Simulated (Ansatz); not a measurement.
# HfHF3 + H2O: a complex and its separated parts, part 2 of 2

Ansatz 0.2.0, Gaussian basis. The steps go on from the part before.

## 13. CAM-B3LYP-D4/def2-TZVPP

The inputs:

parta/in.yaml

```yaml
crystal:
  periodic: [false, false, false]
  atoms:
    - {symbol: Hf, position_ang: [-0.700199, 0.780790, 0.180056]}
    - {symbol: F, position_ang: [-1.290639, 0.305862, -1.554871]}
    - {symbol: F, position_ang: [-1.812198, 2.088310, 0.978781]}
    - {symbol: F, position_ang: [1.123615, 1.288172, 0.198658]}
    - {symbol: H, position_ang: [-0.837321, -0.734814, 1.217977]}
basis:
  gaussian: {orbitals: def2-TZVPP}
hamiltonian: {xc: {name: CAM-B3LYP}, dispersion: d4}
```

partb/in.yaml

```yaml
crystal:
  periodic: [false, false, false]
  atoms:
    - {symbol: O, position_ang: [0.904722, -1.028332, -0.524328]}
    - {symbol: H, position_ang: [0.793427, -1.904355, -0.148845]}
    - {symbol: H, position_ang: [1.818695, -0.795632, -0.347427]}
basis:
  gaussian: {orbitals: def2-TZVPP}
hamiltonian: {xc: {name: CAM-B3LYP}, dispersion: d4}
```

Each run has its own folder and the same command.

Run with:

```sh
ansatz run in.yaml --threads 8 --pin off --events-out ev --progress --plain --max-ram 19148MiB
```

Output in parta (excerpt; [...] marks lines left out):

```text
Functional definition: CAM-B3LYP
  name "CAM-B3LYP"
  cite "Yanai, Tew & Handy, Chem. Phys. Lett. 393, 51 (2004) doi:10.1016/j.cplett.2004.06.011"
  cite "Iikura, Tsuneda, Yanai & Hirao, J. Chem. Phys. 115, 3540 (2001) doi:10.1063/1.1383587"
  cite "Becke, Phys. Rev. A 38, 3098 (1988) doi:10.1103/PhysRevA.38.3098"
  cite "Lee, Yang & Parr, Phys. Rev. B 37, 785 (1988) doi:10.1103/PhysRevB.37.785"
[...]
  # Exact exchange under (alpha + beta erf(omega r))/r, Becke's under what is left of 1/r.
[...]
885 factors; their error is unknown
203 factors; integrals over basis functions are off by at most 1.8e-5 eV
[...]
mean field -9481.49679249 eV, -348.4385803347 hartree, gradient 6.4e-5 eV, S^2 0.000000; 0 other end points of the search recorded, 0 dependent functions left out
reference -9481.49691102 eV, -348.4385846906 hartree; 20, 20 occupied and 143, 143 virtual orbitals, 885 factors
Total energy: -9481.55388342 eV, -348.4406783875 hartree
```

Output in partb (excerpt; [...] marks lines left out):

```text
[... 6 set-up lines as earlier in the session ...]
[...]
  # Exact exchange under (alpha + beta erf(omega r))/r, Becke's under what is left of 1/r.
[...]
269 factors; their error is unknown
72 factors; integrals over basis functions are off by at most 1.6e-5 eV
[...]
mean field -2079.99968531 eV, -76.4385785607 hartree, gradient 1.1e-5 eV, S^2 0.000000; 0 other end points of the search recorded, 0 dependent functions left out
reference -2079.99975274 eV, -76.4385810388 hartree; 5, 5 occupied and 54, 54 virtual orbitals, 269 factors
Total energy: -2080.00381870 eV, -76.4387304600 hartree
```

Wall times: 0.5 s (parta), 0.15 s (partb) on 8 threads of Intel Xeon 6975P-C, shared host.

## 14. wB97X-V/def2-TZVPP

The same edit goes into each in.yaml of step 13 (parta, partb):

```diff
-hamiltonian: {xc: {name: CAM-B3LYP}, dispersion: d4}
+hamiltonian: {xc: {name: wB97X-V}}
```

One command serves all of them, each in its own folder.

Run with:

```sh
ansatz run in.yaml --threads 8 --pin off --events-out ev --progress --plain --max-ram 19148MiB
```

parta printed (excerpt; [...] marks lines left out):

```text
Functional definition: wB97X-V
  name "wB97X-V"
  cite "Mardirossian & Head-Gordon, Phys. Chem. Chem. Phys. 16, 9904 (2014) doi:10.1039/C3CP54374A"
[... 2 set-up lines as earlier in the session ...]
[...]
      + integral(e_c_pw_opposite_spin*poly(b97_u_opposite, cos0, cos1)) + vv10(b, c)
885 factors; their error is unknown
195 factors; integrals over basis functions are off by at most 1.2e-5 eV
[...]
mean field -9480.87402985 eV, -348.4156942298 hartree, gradient 3.9e-5 eV, S^2 0.000000; 0 other end points of the search recorded, 0 dependent functions left out
reference -9480.87402774 eV, -348.4156941523 hartree; 20, 20 occupied and 143, 143 virtual orbitals, 885 factors
Total energy: -9480.87402774 eV, -348.4156941523 hartree
```

Output in partb (excerpt; [...] marks lines left out):

```text
[... 5 set-up lines as earlier in the session ...]
[...]
      + integral(e_c_pw_opposite_spin*poly(b97_u_opposite, cos0, cos1)) + vv10(b, c)
269 factors; their error is unknown
69 factors; integrals over basis functions are off by at most 2.2e-5 eV
[...]
mean field -2079.88767209 eV, -76.4344621507 hartree, gradient 2.2e-5 eV, S^2 0.000000; 0 other end points of the search recorded, 0 dependent functions left out
reference -2079.88767119 eV, -76.4344621178 hartree; 5, 5 occupied and 54, 54 virtual orbitals, 269 factors
Total energy: -2079.88767119 eV, -76.4344621178 hartree
```

They took 1.1 s (parta), 0.2 s (partb) on 8 threads of Intel Xeon 6975P-C, shared host.

## 15. wB97M-V/def2-TZVPP

The same edit goes into each in.yaml of step 14 (parta, partb):

```diff
-hamiltonian: {xc: {name: wB97X-V}}
+hamiltonian: {xc: {name: wB97M-V}}
```

One command serves all of them, each in its own folder.

Run with:

```sh
ansatz run in.yaml --threads 8 --pin off --events-out ev --progress --plain --max-ram 19148MiB
```

Log of parta (excerpt; [...] marks lines left out):

```text
Functional definition: wB97M-V
  name "wB97M-V"
  cite "Mardirossian & Head-Gordon, J. Chem. Phys. 144, 214110 (2016) doi:10.1063/1.4952647"
[... 2 set-up lines as earlier in the session ...]
  # Of w^i u^j: cxij and so on, Table III.
[...]
  gx(w, u) = 1 - cx + cx01*u + cx10*w
[...]
      + integral(e_c_pw_mod_opposite_spin*gos(b97_w_opposite, b97_u_opposite)) + vv10(b, c)
885 factors; their error is unknown
195 factors; integrals over basis functions are off by at most 1.2e-5 eV
[...]
mean field -9480.16040734 eV, -348.3894690861 hartree, gradient 1.8e-5 eV, S^2 0.000000; 0 other end points of the search recorded, 0 dependent functions left out
reference -9480.16046010 eV, -348.3894710251 hartree; 20, 20 occupied and 143, 143 virtual orbitals, 885 factors
Total energy: -9480.16046010 eV, -348.3894710251 hartree
```

partb printed (excerpt; [...] marks lines left out):

```text
[... 5 set-up lines as earlier in the session ...]
  # Of w^i u^j: cxij and so on, Table III.
[...]
  gx(w, u) = 1 - cx + cx01*u + cx10*w
[...]
      + integral(e_c_pw_mod_opposite_spin*gos(b97_w_opposite, b97_u_opposite)) + vv10(b, c)
269 factors; their error is unknown
69 factors; integrals over basis functions are off by at most 2.2e-5 eV
[...]
mean field -2079.85938242 eV, -76.4334225247 hartree, gradient 2.9e-5 eV, S^2 0.000000; 0 other end points of the search recorded, 0 dependent functions left out
reference -2079.85940443 eV, -76.4334233336 hartree; 5, 5 occupied and 54, 54 virtual orbitals, 269 factors
Total energy: -2079.85940443 eV, -76.4334233336 hartree
```

Times: 1.1 s (parta), 0.2 s (partb) on 8 threads of Intel Xeon 6975P-C, shared host.

## 16. B2PLYP/def2-TZVPP

Each input of step 15 (parta, partb) changes in the same lines:

```diff
-hamiltonian: {xc: {name: wB97M-V}}
+hamiltonian: {xc: {name: B2PLYP}}
```

The same command starts each run, in its folder.

Run with:

```sh
ansatz run in.yaml --threads 8 --pin off --events-out ev --progress --plain --max-ram 19148MiB
```

Log of parta (excerpt; [...] marks lines left out):

```text
Functional definition: B2PLYP
  name "B2PLYP"
  cite "Grimme, J. Chem. Phys. 124, 034108 (2006) doi:10.1063/1.2148954"
[... 2 set-up lines as earlier in the session ...]
[...]
1060 factors; integrals over basis functions are off by at most 9.1e-4 eV
[...]
mean field -9467.86830581 eV, -347.9377426869 hartree, gradient 5.5e-6 eV, S^2 0.000000; 0 other end points of the search recorded, 0 dependent functions left out
3 core orbitals not correlated: weight in the atoms' cores, before any rotation towards them, 1.000 or more for the frozen orbitals, at most 0.000 for the correlated occupied ones
reference -9467.86845540 eV, -347.9377481841 hartree; 17, 17 occupied and 143, 143 virtual orbitals, 1060 factors
second order -34.96822537 eV of doubles, -0.00000000 eV of singles
Total energy: -9477.30987625 eV, -348.2847140007 hartree
```

partb printed (excerpt; [...] marks lines left out):

```text
[... 5 set-up lines as earlier in the session ...]
[...]
361 factors; integrals over basis functions are off by at most 7.6e-4 eV
[...]
mean field -2077.03828115 eV, -76.3297489653 hartree, gradient 8.4e-7 eV, S^2 0.000000; 0 other end points of the search recorded, 0 dependent functions left out
1 core orbitals not correlated: weight in the atoms' cores, before any rotation towards them, 1.000 or more for the frozen orbitals, at most 0.000 for the correlated occupied ones
reference -2077.03836618 eV, -76.3297520899 hartree; 4, 4 occupied and 54, 54 virtual orbitals, 361 factors
second order -8.41872016 eV of doubles, -0.00000000 eV of singles
Total energy: -2079.31142062 eV, -76.4132852999 hartree
```

Times: 0.85 s (parta), 0.15 s (partb) on 8 threads of Intel Xeon 6975P-C, shared host.

## 17. PBE-QIDH/def2-TZVPP

Each input of step 16 (parta, partb) changes in the same lines:

```diff
-hamiltonian: {xc: {name: B2PLYP}}
+hamiltonian: {xc: {name: PBE-QIDH}}
```

The same command starts each run, in its folder.

Run with:

```sh
ansatz run in.yaml --threads 8 --pin off --events-out ev --progress --plain --max-ram 19148MiB
```

parta printed (excerpt; [...] marks lines left out):

```text
Functional definition: PBE-QIDH
  name "PBE-QIDH"
  cite "Brémond, Sancho-García, Pérez-Jiménez & Adamo, J. Chem. Phys. 141, 031101 (2014) doi:10.1063/1.4890314"
[... 1 set-up line as earlier in the session ...]
[...]
1060 factors; integrals over basis functions are off by at most 9.1e-4 eV
[...]
mean field -9462.06589170 eV, -347.7245079013 hartree, gradient 7.0e-6 eV, S^2 0.000000; 0 other end points of the search recorded, 0 dependent functions left out
3 core orbitals not correlated: weight in the atoms' cores, before any rotation towards them, 1.000 or more for the frozen orbitals, at most 0.000 for the correlated occupied ones
reference -9462.06590424 eV, -347.7245083620 hartree; 17, 17 occupied and 143, 143 virtual orbitals, 1060 factors
second order -32.55784345 eV of doubles, -0.00000000 eV of singles
Total energy: -9472.91851872 eV, -348.1233345882 hartree
```

Log of partb (excerpt; [...] marks lines left out):

```text
[... 4 set-up lines as earlier in the session ...]
[...]
361 factors; integrals over basis functions are off by at most 7.6e-4 eV
[...]
mean field -2075.58435613 eV, -76.2763182061 hartree, gradient 2.2e-6 eV, S^2 0.000000; 0 other end points of the search recorded, 0 dependent functions left out
1 core orbitals not correlated: weight in the atoms' cores, before any rotation towards them, 1.000 or more for the frozen orbitals, at most 0.000 for the correlated occupied ones
reference -2075.58436162 eV, -76.2763184079 hartree; 4, 4 occupied and 54, 54 virtual orbitals, 361 factors
second order -7.85898798 eV of doubles, -0.00000000 eV of singles
Total energy: -2078.20402428 eV, -76.3725892350 hartree
```

Times: 0.8 s (parta), 0.15 s (partb) on 8 threads of Intel Xeon 6975P-C, shared host.

## 18. RPA on PBE/def2-TZVPP

The same edit goes into each in.yaml of step 17 (parta, partb):

```diff
-hamiltonian: {xc: {name: PBE-QIDH}}
+hamiltonian: {xc: pbe}
+correlation: {method: rpa}
```

One command serves all of them, each in its own folder.

Run with:

```sh
ansatz run in.yaml --threads 8 --pin off --events-out ev --progress --plain --max-ram 19148MiB
```

parta printed (excerpt; [...] marks lines left out):

```text
[... 4 set-up lines as earlier in the session ...]
[...]
1060 factors; integrals over basis functions are off by at most 9.1e-4 eV
[...]
mean field -9477.15131023 eV, -348.2788868069 hartree, gradient 7.2e-6 eV, S^2 0.000000; 0 other end points of the search recorded, 0 dependent functions left out
3 core orbitals not correlated: weight in the atoms' cores, before any rotation towards them, 1.000 or more for the frozen orbitals, at most 0.000 for the correlated occupied ones
reference -9434.15467703 eV, -346.6987896811 hartree; 17, 17 occupied and 143, 143 virtual orbitals, 1060 factors
Total energy: -9477.68140377 eV, -348.2983673855 hartree
```

partb printed (excerpt; [...] marks lines left out):

```text
[... 4 set-up lines as earlier in the session ...]
[...]
361 factors; integrals over basis functions are off by at most 7.6e-4 eV
[...]
mean field -2078.40755246 eV, -76.3800687577 hartree, gradient 2.1e-6 eV, S^2 0.000000; 0 other end points of the search recorded, 0 dependent functions left out
1 core orbitals not correlated: weight in the atoms' cores, before any rotation towards them, 1.000 or more for the frozen orbitals, at most 0.000 for the correlated occupied ones
reference -2069.53696869 eV, -76.0540808166 hartree; 4, 4 occupied and 54, 54 virtual orbitals, 361 factors
Total energy: -2080.48260264 eV, -76.4563254452 hartree
```

Wall times: 0.85 s (parta), 0.15 s (partb) on 8 threads of Intel Xeon 6975P-C, shared host.

## 19. CCSD(T)/def2-TZVPP

The same edit goes into each in.yaml of step 18 (parta, partb):

```diff
-hamiltonian: {xc: pbe}
-correlation: {method: rpa}
+correlation: {method: ccsd_t}
```

The same command starts each run, in its folder.

Run with:

```sh
ansatz run in.yaml --threads 8 --pin off --events-out ev --progress --plain --max-ram 19148MiB
```

Log of parta (excerpt; [...] marks lines left out):

```text
Functional definition: HF
  name "HF"
  cite "Fock, Z. Phys. 61, 126 (1930) doi:10.1007/BF01340294"
[... 1 set-up line as earlier in the session ...]
[...]
1060 factors; integrals over basis functions are off by at most 9.1e-4 eV
[...]
mean field -9436.20465101 eV, -346.7741248353 hartree, gradient 1.7e-6 eV, S^2 0.000000; 0 other end points of the search recorded, 0 dependent functions left out
3 core orbitals not correlated: weight in the atoms' cores, before any rotation towards them, 1.000 or more for the frozen orbitals, at most 0.000 for the correlated occupied ones
reference -9436.20465101 eV, -346.7741248353 hartree; 17, 17 occupied and 143, 143 virtual orbitals, 1060 factors
second order -29.18417604 eV of doubles, -0.00000000 eV of singles
cycle   1  -28.30955801 eV  change    8.7e-1 eV  update   1.5e-1
[...]
cycle   9  -29.13621427 eV  change   -3.9e-6 eV  update   2.8e-5
perturbative correction -0.94712731 eV, -0.0348062868 hartree
Total energy: -9466.28799260 eV, -347.8796672474 hartree
```

Log of partb (excerpt; [...] marks lines left out):

```text
[... 4 set-up lines as earlier in the session ...]
[...]
361 factors; integrals over basis functions are off by at most 7.6e-4 eV
[...]
mean field -2069.76241402 eV, -76.0623657799 hartree, gradient 3.6e-6 eV, S^2 0.000000; 0 other end points of the search recorded, 0 dependent functions left out
1 core orbitals not correlated: weight in the atoms' cores, before any rotation towards them, 1.000 or more for the frozen orbitals, at most 0.000 for the correlated occupied ones
reference -2069.76241402 eV, -76.0623657799 hartree; 4, 4 occupied and 54, 54 virtual orbitals, 361 factors
second order -7.10556373 eV of doubles, -0.00000000 eV of singles
cycle   1  -7.11162615 eV  change   -6.1e-3 eV  update   4.1e-2
[...]
cycle   8  -7.26608081 eV  change    3.3e-6 eV  update   7.2e-6
perturbative correction -0.20740291 eV, -0.0076219165 hartree
Total energy: -2077.23589775 eV, -76.3370112412 hartree
```

Times: 5.5 s (parta), 0.2 s (partb) on 8 threads of Intel Xeon 6975P-C, shared host; peak memory 1.7 GiB.

## 20. Vibrations of HfHF3

Contents of vib-parta/in.yaml:

```yaml
crystal:
  periodic: [false, false, false]
  atoms:
    - {symbol: Hf, position_ang: [-0.700199, 0.780790, 0.180056]}
    - {symbol: F, position_ang: [-1.290639, 0.305862, -1.554871]}
    - {symbol: F, position_ang: [-1.812198, 2.088310, 0.978781]}
    - {symbol: F, position_ang: [1.123615, 1.288172, 0.198658]}
    - {symbol: H, position_ang: [-0.837321, -0.734814, 1.217977]}
basis:
  gaussian: {orbitals: def2-TZVP}
hamiltonian: {xc: pbe0, dispersion: d4}
phonons: {temperatures: {t_min: 298.15, t_max: 900, t_step: 200}}
```

Run with:

```sh
ansatz run in.yaml --threads 8 --pin off --events-out ev --progress --plain --max-ram 19148MiB
```

What it wrote (excerpt; [...] marks lines left out):

```text
[... 5 set-up lines as earlier in the session ...]
[...]
905 factors; their error is unknown
[...]
mean field -9475.85960104 eV, -348.2314173700 hartree, gradient 7.1e-5 eV, S^2 0.000000; 0 other end points of the search recorded, 0 dependent functions left out
[...]
Atom 2 at    -1.812198     2.088310     0.978781 Å, force     0.000239    -0.000116    -0.000226 eV/Å
Atom 3 at     1.123615     1.288172     0.198658 Å, force    -0.000288     0.000185    -0.000146 eV/Å
Atom 4 at    -0.837321    -0.734814     1.217977 Å, force    -0.000154    -0.000343     0.000316 eV/Å
Dipole moment:    -0.000459    -0.004558     0.003108 e Å
Vibrations: 149.39 161.99 162.03 523.37 523.38 668.85 668.90 671.91 1769.94 cm⁻¹, zero-point energy 0.328543 eV
```

It took 11 s on 8 threads of Intel Xeon 6975P-C, shared host.

The modes, with what each moves most:

| mode | wavenumber (cm⁻¹) | character |
| --- | --- | --- |
| 1 | 149 | bend |
| 2 | 162 | bend |
| 3 | 162 | bend |
| 4 | 523 | bend |
| 5 | 523 | bend |
| 6 | 669 | Hf–F stretch |
| 7 | 669 | Hf–F stretch |
| 8 | 672 | Hf–F stretch |
| 9 | 1770 | Hf–H stretch |

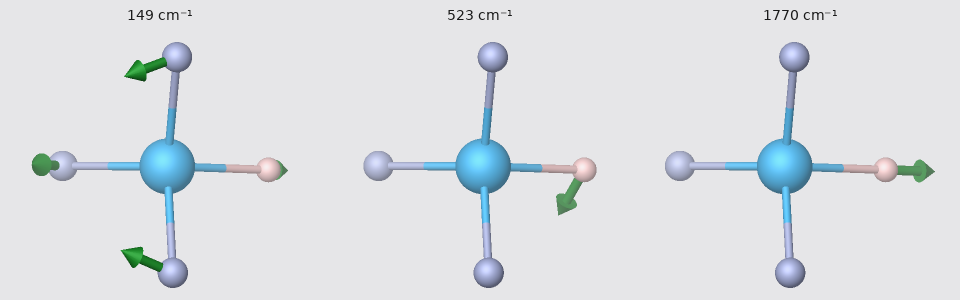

Displacements of 3 modes, as arrows.

Vibrational sums (real modes only):

| T (K) | entropy (J/mol/K) | heat capacity (J/mol/K) |
| --- | --- | --- |
| 298 | 41.7 | 45.1 |
| 498 | 68.4 | 58.1 |
| 698 | 89.1 | 64.2 |
| 898 | 105.7 | 67.6 |

## 21. Vibrations of H2O

Contents of vib-partb/in.yaml:

```yaml
crystal:
  periodic: [false, false, false]
  atoms:
    - {symbol: O, position_ang: [0.904722, -1.028332, -0.524328]}
    - {symbol: H, position_ang: [0.793427, -1.904355, -0.148845]}
    - {symbol: H, position_ang: [1.818695, -0.795632, -0.347427]}
basis:
  gaussian: {orbitals: def2-TZVP}
hamiltonian: {xc: pbe0, dispersion: d4}
phonons: {temperatures: {t_min: 298.15, t_max: 900, t_step: 200}}
```

Run with:

```sh
ansatz run in.yaml --threads 8 --pin off --events-out ev --progress --plain --max-ram 19148MiB
```

What it wrote (excerpt; [...] marks lines left out):

```text
[... 5 set-up lines as earlier in the session ...]
[...]
239 factors; their error is unknown
[...]
mean field -2078.33307681 eV, -76.3773318280 hartree, gradient 1.2e-5 eV, S^2 0.000000; 0 other end points of the search recorded, 0 dependent functions left out
[...]
Total energy: -2078.33734664 eV, -76.3774887413 hartree
Atom 0 at     0.904722    -1.028332    -0.524328 Å, force    -0.000003     0.000002    -0.000002 eV/Å
Atom 1 at     0.793427    -1.904355    -0.148845 Å, force    -0.000065    -0.000072     0.000014 eV/Å
Atom 2 at     1.818695    -0.795632    -0.347427 Å, force     0.000067     0.000070    -0.000012 eV/Å
Dipole moment:     0.295969    -0.237211     0.203679 e Å
Vibrations: 1622.91 3851.70 3959.43 cm⁻¹, zero-point energy 0.584836 eV
```

Wall time 0.35 s (8 threads of Intel Xeon 6975P-C, shared host).

Wavenumbers and character of the modes:

| mode | wavenumber (cm⁻¹) | character |
| --- | --- | --- |
| 1 | 1623 | bend |
| 2 | 3852 | O–H stretch |
| 3 | 3959 | O–H stretch |

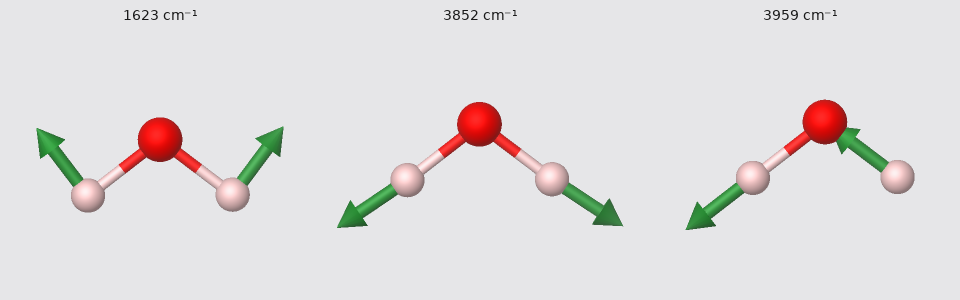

Displacements of 3 modes, as arrows.

Vibrational sums (real modes only):

| T (K) | entropy (J/mol/K) | heat capacity (J/mol/K) |
| --- | --- | --- |
| 298 | 0.0 | 0.2 |
| 498 | 0.4 | 1.7 |
| 698 | 1.4 | 3.9 |
| 898 | 2.6 | 6.1 |

## 22. Complex less separated parts

The complex's own energies come from single points at the same levels.

Rows are in def2-TZVPP; times add the 3 runs of a level on a shared host, so small differences are noise.

Differences are taken before rounding.

| method | rung | complex less parts (kcal/mol) | from CCSD(T) (kcal/mol) | time |
| --- | --- | --- | --- | --- |
| SPW92 | LDA | -24.3 | -3.8 | 0.8 s |
| PBE-D4 | GGA | -17.5 | +3.0 | 1.1 s |
| BLYP-D4 | GGA | -16.4 | +4.1 | 1.2 s |
| r2SCAN-D4 | meta-GGA | -19.9 | +0.7 | 2 s |
| B97M-V | meta-GGA | -20.0 | +0.5 | 3.2 s |
| PBE0-D4 | hybrid | -18.6 | +2.0 | 1.4 s |
| B3LYP-D4 | hybrid | -17.9 | +2.6 | 1.4 s |
| r2SCAN0-D4 | hybrid | -20.4 | +0.1 | 2.2 s |
| BHLYP-D4 | hybrid | -20.0 | +0.5 | 1.4 s |
| CAM-B3LYP-D4 | range-separated hybrid | -19.8 | +0.7 | 1.6 s |
| wB97X-V | range-separated hybrid | -19.4 | +1.1 | 3.5 s |
| wB97M-V | range-separated hybrid | -19.9 | +0.6 | 3.6 s |
| B2PLYP | double hybrid | -18.0 | +2.5 | 2.6 s |
| PBE-QIDH | double hybrid | -19.7 | +0.8 | 2.6 s |
| RPA on PBE | RPA | -19.5 | +1.0 | 2.9 s |
| Hartree-Fock | wavefunction | -16.7 | +3.8 |  |
| MP2 | wavefunction | -20.5 | +0.1 |  |
| CCSD | wavefunction | -20.1 | +0.4 |  |
| CCSD(T) | wavefunction | -20.5 | 0 | 30 s |

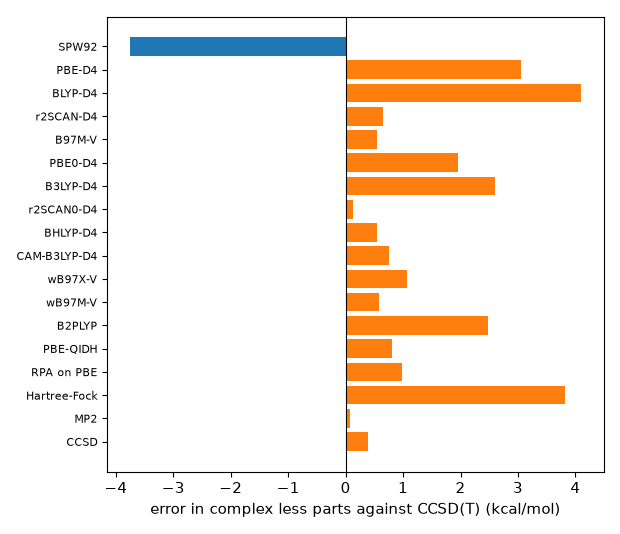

Deviations from CCSD(T), method by method.

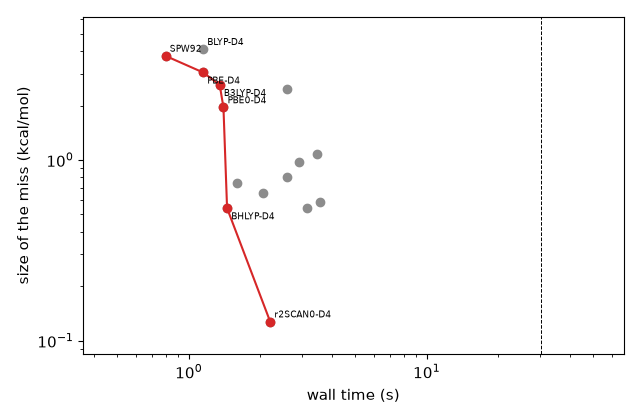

Accuracy for the time spent; red marks the levels that beat every quicker one drawn (of those quicker than the yardstick), and the dashed line is the time of CCSD(T). Only those levels and the largest misses are named. Times are from a shared host.

For cost: r2SCAN0-D4 gets within 0.1 kcal/mol in 2.2 s, where CCSD(T) took 30 s; the quickest level in the cost chart, SPW92, takes 0.8 s and misses by 3.8 kcal/mol.

The complex's zero-point energy, from a separate PBE0-D4 run, is 1.008 eV.

## 23. Outcome

This closing draws on all 2 parts.

| quantity | value |
| --- | --- |
| complex less parts, CCSD(T)/def2-TZVPP | -20.5 kcal/mol |
| with zero-point energy | -18.3 kcal/mol |
| largest T1 diagnostic | 0.017 |

**Reading.** At CCSD(T) the complex lies 20.5 kcal/mol below its parts. r2SCAN0-D4 is the best functional here (+0.1 kcal/mol from CCSD(T)); BLYP-D4 is the worst (+4.1 kcal/mol). By rung, the mean size of the error is: LDA 3.8, GGA 3.6, meta-GGA 0.6, hybrid 1.3, range-separated hybrid 0.8, double hybrid 1.6 kcal/mol. The double hybrids carry no dispersion term here, unlike the levels marked D4 or V. PBE-D4 gives a relative energy 3.0 kcal/mol too high, outside chemical accuracy (1 kcal/mol). No counterpoise was applied, and triple zeta lacks some correlation, so the CCSD(T) reference has a basis error of its own, and close matches with it are partly luck.
